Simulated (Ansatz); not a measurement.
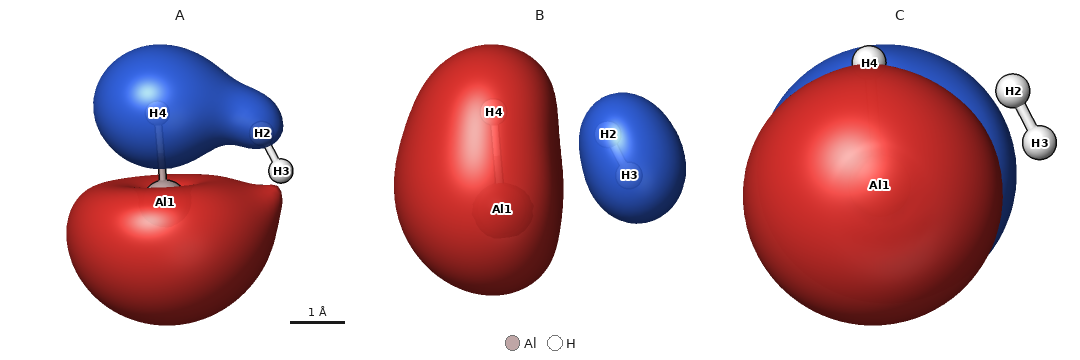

Figure 1: AlH···H$_{2}$. Three frontier orbitals at ±0.08 Å⁻³ᐟ² (red and blue are the two phases), in no order.

Level of theory: RKS PBE-D4/def2-SVP in Ansatz.

Question: Which picture is the HOMO−1, the HOMO and the LUMO?

Answer: B is the HOMO−1 (−8.07 eV). By Hirshfeld shares it lies mainly on Al1 (about 55 %), H4 (about 30 %), H3 (about 10 %) and H2 (about 5 %); it is symmetric in the molecular plane (an in-plane orbital: σ, lone-pair or in-plane π type). A is the HOMO (−4.95 eV). It lies mainly on Al1 (about 70 %) and H4 (about 20 %); it is symmetric in the molecular plane (an in-plane orbital: σ, lone-pair or in-plane π type). C is the LUMO (−2.52 eV). It lies mainly on Al1 (about 90 %); it changes sign across the molecular plane (π type).

Question: What is the HOMO–LUMO gap?

Answer: 2.43 eV between the orbital energies.
